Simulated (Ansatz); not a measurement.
# C$_{2}$H$_{3}$FZn (SMILES F/C=[CH]\[ZnH]): what the fields show

Input

```
crystal:
  periodic: [false, false, false]
  atoms:
    - {symbol: C, position_ang: [-0.704330, 0.407310, -2.125145]}
    - {symbol: C, position_ang: [-0.592095, -0.089143, -0.896745]}
    - {symbol: F, position_ang: [-1.358719, 1.564824, -2.372352]}
    - {symbol: Zn, position_ang: [-1.376821, 0.845660, 0.611462]}
    - {symbol: H, position_ang: [-0.311195, -0.016630, -3.057234]}
    - {symbol: H, position_ang: [-0.039220, -1.032504, -0.825567]}
    - {symbol: H, position_ang: [-1.994287, 1.575696, 1.820382]}
basis:
  gaussian: {orbitals: def2-TZVPD}
hamiltonian: {xc: {name: PBE0}}
output: {forces: true, orbitals: {seedname: orbitals}}
```

Command:

```sh
ansatz run input.yaml --threads 2 --pin off --max-ram 4350MiB --events-out events.jsonl --progress --plain --runs-dir runs
```

Geometry: B3LYP-D3(BJ)/def2-SVP.

Level of theory: Ansatz, isolated molecule in a Gaussian basis; Kohn-Sham density functional theory, functional PBE0.

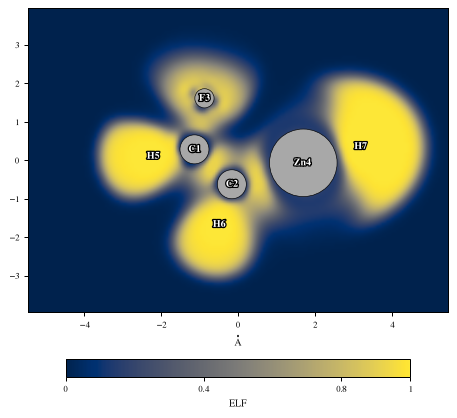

Figure 1. ELF on the molecular plane. Grey discs cover the atomic cores.

> What does the map show?

Atoms in the plane: C, F, Zn and H. C–C (1.33 Å): the ELF peaks at about 0.90 between the atoms; a short, multiple covalent bond. C–F (1.35 Å): the ELF peaks at about 0.85 between the atoms: a shared but strongly polarised pair. C–Zn (1.94 Å): the ELF peaks at about 0.90 in the valence shell of C, 0.7 Å from its nucleus, and is about 0.40 at the midpoint. C–H (1.10 Å): the ELF climbs to about 1 towards the hydrogen, as it does in any bond to H: a covalent bond by its length. Zn–H (1.54 Å): the ELF climbs to about 1 towards the hydrogen. The ELF also peaks beside F3, away from the bonds: lone-pair regions.

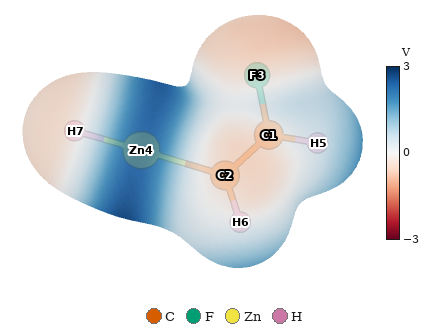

Figure 2. The molecular electrostatic potential painted on the density surface at 0.004 e/bohr³, seen across its widest extent; red is negative and blue positive.

> Where is the surface potential most negative and most positive?

The most negative region (about −0.8 V) lies over F3, the most positive (about +2.6 V) over Zn4.

> What dipole moment does the calculation give?

Its dipole moment is 1.53 D.

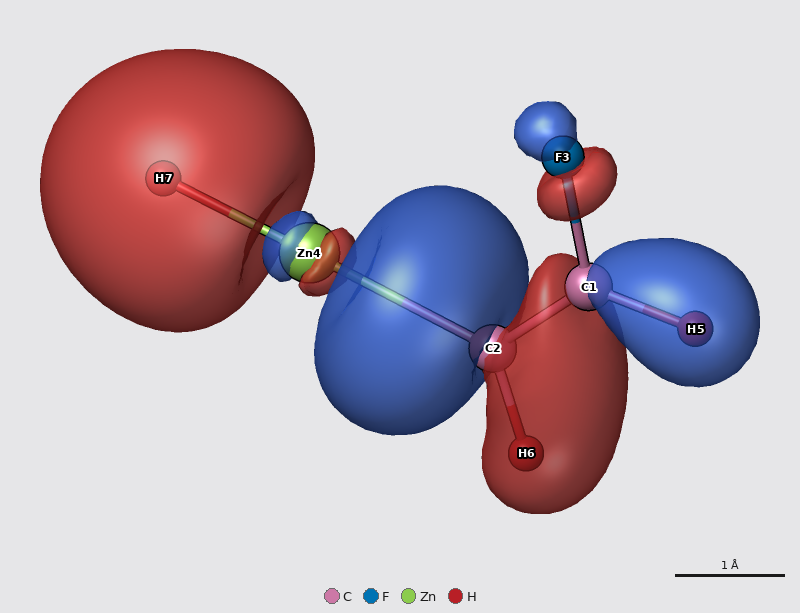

Figure 3. The HOMO−1 at ±0.1 Å⁻³ᐟ² (blue and red are the two phases), seen at a tilt.

> Where does this orbital lie, and at what energy?

It lies mainly on H7 (about 30 %), C2 (about 30 %), Zn4 (about 25 %) and C1 (about 5 %); it is symmetric in the molecular plane (an in-plane orbital: σ, lone-pair or in-plane π type). Its energy is −8.14 eV.
